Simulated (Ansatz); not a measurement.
# B2H4F2 (SMILES [BH2-]1[F+][BH2-][F+]1): B3LYP/6-31G(d) (Cartesian functions)

Aim: the vertical singlet–triplet gap of B2H4F2 at B3LYP/6-31G* (Cartesian functions), from 2 runs. 

Program for the calculation: Ansatz 0.2.0.

56 further runs of the same task are left out: 56 set aside as unsound or not needed.

### 1 The system as given

The species is B2H4F2 (8 atoms), meant as a singlet with charge 0. As SMILES, `[BH2-]1[F+][BH2-][F+]1`. Geometry: relaxed at PBE0-D4/def2-TZVP.

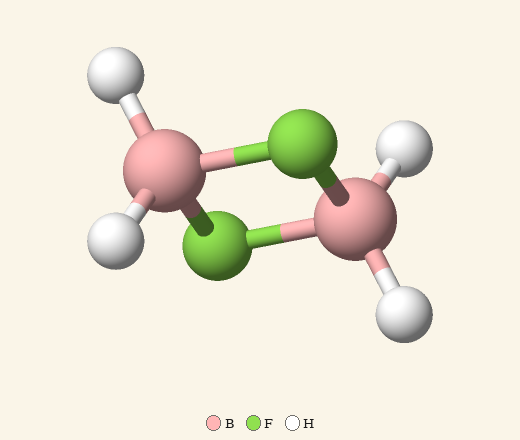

Viewed from a chosen angle; boron pink, fluorine green, hydrogen white.

### 2 The energy at B3LYP/6-31G(d) (Cartesian functions)

run.yaml reads:

```yaml
basis:
  gaussian:
    orbitals: "6-31G*"
crystal:
  periodic: [false, false, false]
  atoms:
    - {symbol: B, position_ang: [-0.488000, 0.947300, -0.293800]}
    - {symbol: F, position_ang: [0.637300, 0.536000, 0.670600]}
    - {symbol: B, position_ang: [0.488000, -0.947200, 0.293900]}
    - {symbol: F, position_ang: [-0.636800, -0.535900, -0.671100]}
    - {symbol: H, position_ang: [-0.036000, 1.557300, -1.210300]}
    - {symbol: H, position_ang: [-1.440200, 1.308400, 0.322000]}
    - {symbol: H, position_ang: [1.440200, -1.309100, -0.321600]}
    - {symbol: H, position_ang: [0.035400, -1.556800, 1.210300]}
hamiltonian:
  xc: {name: B3LYP}
output: {orbitals: {seedname: orbitals}}
accuracy: high
```

On the command line:

```
$ ansatz run run.yaml --threads 1 --pin off --max-ram 3480MiB --events-out events.jsonl --progress --plain --runs-dir runs
```

The log of the run:

```text
Warning: RAYON_NUM_THREADS=1 ignored (pool sized by the plan → 1); use --threads N
Functional definition: B3LYP
  name "B3LYP"
  parameter a0 = 0.2
  parameter ax = 0.72
  parameter ac = 0.81
  exchange = (1 - a0 - ax)*slater_x + ax*b88_x + a0*exact_x
  correlation = (1 - ac)*vwn_rpa_c + ac*lyp_c
1585 factors; integrals over basis functions are off by at most 3.4e-9 eV
mean field evaluation 1: about -6852.5340 eV, gradient 2.1e1 eV
mean field evaluation 2: about -6852.7768 eV, gradient 2.0e1 eV
mean field evaluation 4: about -6853.3239 eV, gradient 3.7e-1 eV
mean field evaluation 8: about -6853.3224 eV, gradient 1.2e-2 eV
mean field evaluation 16: about -6853.3224 eV, gradient 1.8e-7 eV
mean field -6853.32237446 eV, -251.8549519127 hartree, gradient 1.2e-8 eV, S^2 0.000000; 0 other end points of the search recorded, 0 dependent functions left out
reference -6853.32240821 eV, -251.8549531528 hartree; 16, 16 occupied and 52, 52 virtual orbitals, 1585 factors
Total energy: -6853.32240821 eV, -251.8549531528 hartree
```

It took 1.9 s on 1 thread of AMD EPYC 9R45 (Zen 5), shared host; peak memory 0.2 GiB.

### 3 The triplet at the same level

input.yaml reads:

```yaml
basis:
  gaussian: {orbitals: "6-31G*"}
crystal:
  periodic: [false, false, false]
  atoms:
    - {symbol: B, position_ang: [-0.488000, 0.947300, -0.293800]}
    - {symbol: F, position_ang: [0.637300, 0.536000, 0.670600]}
    - {symbol: B, position_ang: [0.488000, -0.947200, 0.293900]}
    - {symbol: F, position_ang: [-0.636800, -0.535900, -0.671100]}
    - {symbol: H, position_ang: [-0.036000, 1.557300, -1.210300]}
    - {symbol: H, position_ang: [-1.440200, 1.308400, 0.322000]}
    - {symbol: H, position_ang: [1.440200, -1.309100, -0.321600]}
    - {symbol: H, position_ang: [0.035400, -1.556800, 1.210300]}
magnetization: {spin_polarized: true, initial_magnetization: 2}
hamiltonian: {xc: {name: B3LYP}}
accuracy: high
output: {orbitals: {seedname: orbitals}}
```

On the command line:

```
$ ansatz run input.yaml --threads 1 --pin off --max-ram 3480MiB --events-out events.jsonl --progress --plain --runs-dir runs
```

The log of the run, cut to the lines that bear on the results:

```text
Warning: RAYON_NUM_THREADS=1 ignored (pool sized by the plan → 1); use --threads N
[... 7 set-up lines as earlier in the session ...]
1585 factors; integrals over basis functions are off by at most 3.4e-9 eV
mean field evaluation 1: about -6844.9205 eV, gradient 1.2e1 eV
mean field evaluation 2: about -6845.4866 eV, gradient 6.6e0 eV
mean field evaluation 4: about -6845.6615 eV, gradient 6.8e-1 eV
mean field evaluation 8: about -6845.8026 eV, gradient 2.2e-1 eV
mean field evaluation 16: about -6845.8030 eV, gradient 2.4e-5 eV
mean field evaluation 32: about -6845.2338 eV, gradient 3.8e0 eV
mean field -6845.80297975 eV, -251.5786192540 hartree, gradient 4.9e-8 eV, S^2 2.002939; 2 other end points of the search recorded, 0 dependent functions left out
reference -6845.80301374 eV, -251.5786205029 hartree; 17, 15 occupied and 51, 53 virtual orbitals, 1585 factors
Total energy: -6845.80301374 eV, -251.5786205029 hartree
```

Run time: 4.8 s. Hardware: 1 thread of AMD EPYC 9R45 (Zen 5), shared host; peak memory 0.28 GiB.

### 4 What came out

At B3LYP/6-31G* (Cartesian functions):

```
                                        quantity          value
                           singlet: total energy  -251.85495 Eh
                            singlet: HOMO energy       -8.76 eV
                            singlet: LUMO energy        0.44 eV
                          singlet: HOMO–LUMO gap        9.20 eV
                           triplet: total energy  -251.57862 Eh
     triplet: HOMO energy (highest over α and β)       -1.50 eV
                                   triplet: ⟨S²⟩          2.003
vertical energy of the triplet above the singlet       7.519 eV
```

What this shows: At this shape the triplet lies 7.52 eV (173 kcal/mol) above the singlet.
